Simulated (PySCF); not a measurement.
F$_{2}$K, charge +1, SMILES `[K+].FF`.

PySCF calculation, B3LYP/def2-SVPD, gas phase; geometry: GFN2-xTB. GFN2-xTB bond lengths at metals and heavier atoms can be off by up to 0.1 Å and shapes distorted, which carries into these values.

Geometry (Å), atoms numbered from 1:

```
K1      -1.7372    0.0000    0.0000
F2       1.8337    0.7038    0.0000
F3       1.8337   -0.7038    0.0000
```

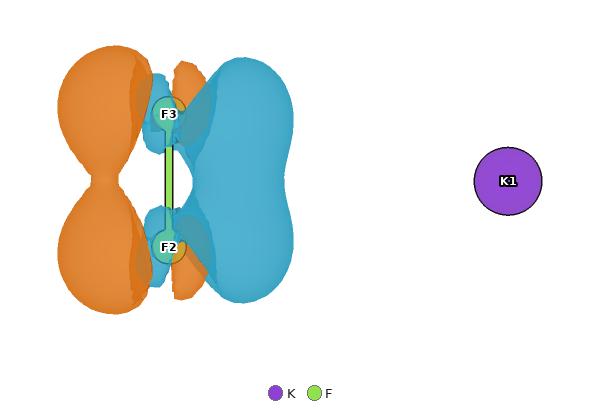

Density of the complex less the densities of the two fragments at the same geometry, ±0.005 e/Å³ (light blue: gain, orange: loss). Fragment A: K(+1) (atom 1); fragment B: F2.

### How is the density rearranged on binding?

Hirshfeld charges show 0.006 e passing from B to A. By Hirshfeld charges, electrons gather most on K1 (−0.006 e) and leave F2 and F3 alike most (+0.003 e); 0.05 e is displaced in all.

### What is the interaction energy, and which contacts carry it?

The counterpoise-corrected interaction energy of the frozen fragments is −1.3 kcal/mol without dispersion correction and −2.4 kcal/mol with D3(BJ). D3 uses neutral-atom coefficients and tends to overbind metal cations. The pair geometry is semi-empirical, not a minimum at this level. Contacts: K1···F2, 3.64 Å, ρ = 0.001 a.u., a bond path close to vanishing (ellipticity 1.8); K1···F3, 3.64 Å, ρ = 0.001 a.u., a bond path close to vanishing (ellipticity 1.8). The pose is a local one from a semi-empirical search, not shown to be the most stable.
